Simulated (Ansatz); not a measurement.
Frequency calculation, with input and output: Si$_{2}$H$_{4}$OF$_{2}$

Si$_{2}$H$_{4}$OF$_{2}$, SMILES O[SiH](F)[SiH2]F, computed with B3LYP/6-31G*, RKS (Ansatz 0.2.0).

The geometry was optimised with B3LYP/6-31G*. Figures and captions count atoms from 1; the log counts them from 0 in places.

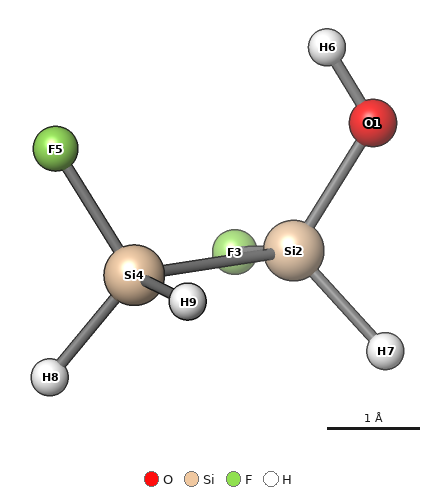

The structure (ball-and-stick view, seen at a tilt; atoms are numbered from 1 in the order of the input).

Summary:

```csv
quantity,value
outcome,converged
total energy,−856.446045 hartree
basis functions,91
largest force,0.002 eV/Å
zero-point energy,0.046936 hartree
dipole moment,0.98 D
"wavenumbers, lowest and highest",41 and 3801 cm⁻¹
hardware,"1 thread of Intel Xeon (Granite Rapids), 16 GiB of memory available, shared host"
wall time,87 s
peak memory,0.2 GiB
```

The input:
```yaml
crystal:
  periodic: [false, false, false]
  atoms:
    - {symbol: O, position_ang: [0.953846, 1.794509, -0.384066]}
    - {symbol: Si, position_ang: [0.922846, 0.141578, -0.475849]}
    - {symbol: F, position_ang: [0.871686, -0.350455, -2.016644]}
    - {symbol: Si, position_ang: [-0.919457, -0.776666, 0.659673]}
    - {symbol: F, position_ang: [-2.274586, -0.000064, 0.211444]}
    - {symbol: H, position_ang: [0.144599, 2.266737, -0.626945]}
    - {symbol: H, position_ang: [2.213150, -0.301220, 0.105745]}
    - {symbol: H, position_ang: [-1.085100, -2.230080, 0.382829]}
    - {symbol: H, position_ang: [-0.738583, -0.590541, 2.126914]}
basis:
  gaussian:
    orbitals: "6-31G*"
hamiltonian:
  xc: {name: B3LYP}
phonons:
  temperatures:
    t_min: 298.15
    t_max: 298.15
    t_step: 1
```

Launched with:
```bash
ansatz run input.yaml --threads 1 --pin off --max-ram 3480MiB --events-out events.jsonl --progress --plain --runs-dir runs
```

The program's output:
```
Functional definition: B3LYP
  name "B3LYP"
  parameter a0 = 0.2
  parameter ax = 0.72
  parameter ac = 0.81
  exchange = (1 - a0 - ax)*slater_x + ax*b88_x + a0*exact_x
  correlation = (1 - ac)*vwn_rpa_c + ac*lyp_c
890 factors; integrals over basis functions are off by at most 6.8e-4 eV
mean field evaluation 1: about -23299.0215 eV, gradient 6.2e1 eV
mean field evaluation 2: about -23285.0049 eV, gradient 1.1e2 eV
mean field evaluation 4: about -23305.0201 eV, gradient 5.5e0 eV
mean field evaluation 8: about -23305.0839 eV, gradient 6.1e-2 eV
mean field -23305.08386162 eV, -856.4460351615 hartree, gradient 2.2e-5 eV, S^2 0.000000; 0 other end points of the search recorded, 0 dependent functions left out
the calculation of the forces begins
reference -23305.08411663 eV, -856.4460445329 hartree; 29, 29 occupied and 62, 62 virtual orbitals, 890 factors
these checks for a lower state are left out or cut short: stability, starts, cluster_reference, orbital_swaps, neighbouring_geometries, increment
890 factors; integrals over basis functions are off by at most 6.8e-4 eV
mean field evaluation 16: about -23305.0652 eV, gradient 1.5e-1 eV
mean field -23305.08374049 eV, -856.4460307097 hartree, gradient 1.9e-6 eV, S^2 0.000000; 0 other end points of the search recorded, 0 dependent functions left out
[... from here on the field's lines of each further geometry are left out, up to the last ...]
the calculation of the forces begins
reference -23305.08406068 eV, -856.4460424765 hartree; 29, 29 occupied and 62, 62 virtual orbitals, 890 factors
these checks for a lower state are left out or cut short: stability, starts, cluster_reference, orbital_swaps, neighbouring_geometries, increment
890 factors; integrals over basis functions are off by at most 6.8e-4 eV
mean field -23305.08380789 eV, -856.4460331867 hartree, gradient 1.3e-6 eV, S^2 0.000000; 0 other end points of the search recorded, 0 dependent functions left out
the calculation of the forces begins
reference -23305.08406287 eV, -856.4460425572 hartree; 29, 29 occupied and 62, 62 virtual orbitals, 890 factors
Total energy: -23305.08411663 eV, -856.4460445329 hartree
Atom 0 at     0.953846     1.794509    -0.384066 Å, force    -0.001004     0.001344     0.001121 eV/Å
Atom 1 at     0.922846     0.141578    -0.475849 Å, force     0.000469    -0.000557     0.000117 eV/Å
Atom 2 at     0.871686    -0.350455    -2.016644 Å, force    -0.000157    -0.000704    -0.000343 eV/Å
Atom 3 at    -0.919457    -0.776666     0.659673 Å, force    -0.000009    -0.000337    -0.000472 eV/Å
Atom 4 at    -2.274586    -0.000064     0.211444 Å, force     0.000410    -0.000400     0.000210 eV/Å
Atom 5 at     0.144599     2.266737    -0.626945 Å, force     0.000656    -0.000457    -0.000264 eV/Å
Atom 6 at     2.213150    -0.301220     0.105745 Å, force    -0.000085    -0.000011    -0.000463 eV/Å
Atom 7 at    -1.085100    -2.230080     0.382829 Å, force     0.000033     0.001463     0.000622 eV/Å
Atom 8 at    -0.738583    -0.590541     2.126914 Å, force    -0.000313    -0.000341    -0.000529 eV/Å
Dipole moment:    -0.054213    -0.012714     0.196761 e Å
Vibrations: 41.21 100.54 143.33 265.29 333.59 348.72 427.24 512.92 747.04 777.15 841.44 854.02 861.02 911.05 944.43 952.06 964.11 2239.75 2252.83 2283.69 3801.14 cm⁻¹, zero-point energy 1.277198 eV
```

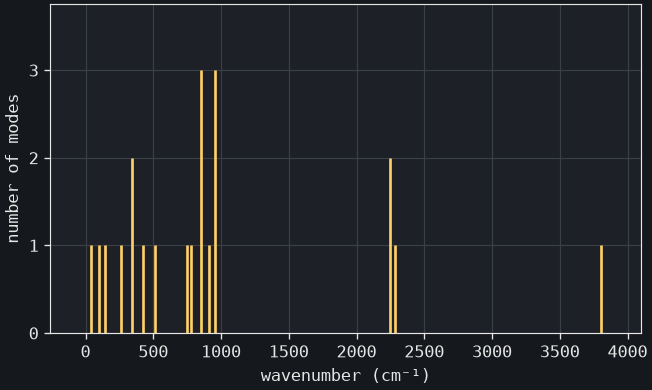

Harmonic vibrational wavenumbers from the force constants; neighbouring modes closer than 17 cm⁻¹ are counted in one stick. 21 modes from 41 to 3801 cm⁻¹, none imaginary.
